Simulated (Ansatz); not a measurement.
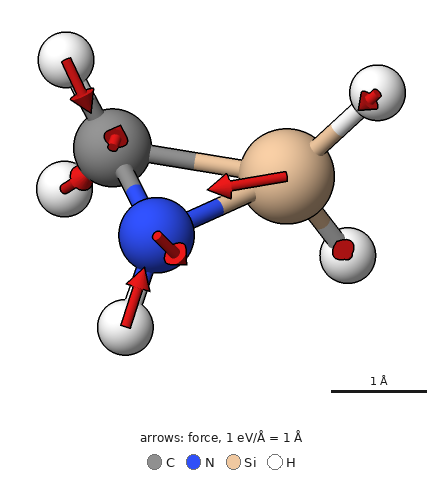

Starting geometry of CH₅NSi with the computed forces as red arrows. The picture is a ball-and-stick view, seen face on.

It is one of the separated reactants of a reaction.

These are results of RKS PBE0-D4/def2-TZVP (Ansatz 0.2.0), not measurements. Settings: force threshold 0.005 eV/Å; at most 200 steps.

What follows when this structure is relaxed?

Answer. It isn't relaxed: the largest force vector, on the Si atom, is 0.88 eV/Å. The final displacements follow the starting forces only in part (cosine between the two patterns 0.80). The atom that moves furthest after the best rigid fit is an H atom (0.039 Å). Largest moves by element: H 0.039 Å, N 0.023 Å, Si 0.023 Å, C 0.021 Å. Some distances before and after: N–Si 1.762 → 1.724 Å, C–Si 1.864 → 1.829 Å, C–H 1.110 → 1.090 Å, H–Si 1.499 → 1.481 Å. After 7 geometry steps the energy has fallen by 1.21 kcal/mol. Largest force component: 0.62 eV/Å at the start, 0.0014 eV/Å at the end. Cost: 30 s on 2 threads of Arm Neoverse N1, with other jobs on the host.
